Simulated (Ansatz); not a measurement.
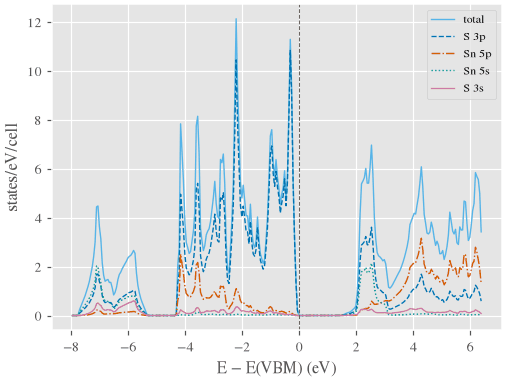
Fig. 1. Total and projected density of states of SnS2 in space group I-42d (No. 122; Sn on 4a, S on 8d), LDA (plane waves, PAW; program Ansatz)

### Question
Which orbitals carry the states next to the gap?

### Answer
Top 1 eV of the valence band: S 3p 94 %. Bottom 1 eV of the conduction band: S 3p 54 %, Sn 5s 33 %. Projections are on Löwdin-orthogonalised atomic valence shells; empty p or d shells of many metals are not among them.

### Question
Where is the tallest occupied peak in this window, and what makes it?

### Answer
Near -2.2 eV, about 12 states/eV per cell; the largest projected share is S 3p.

The first step of the workflow began from a Materials Project structure, measured or hypothetical; the Crystallography Open Database copy checked does not list it. It is not the phase usual at ambient conditions (space group No. 164). The LDA relaxation kept the symmetry of its start; of distortions, only those at the zone centre were tested. Scalar-relativistic: spin–orbit coupling is off unless named, which matters more the heavier the elements.

Potentials: the later of the program's two PAW sets.
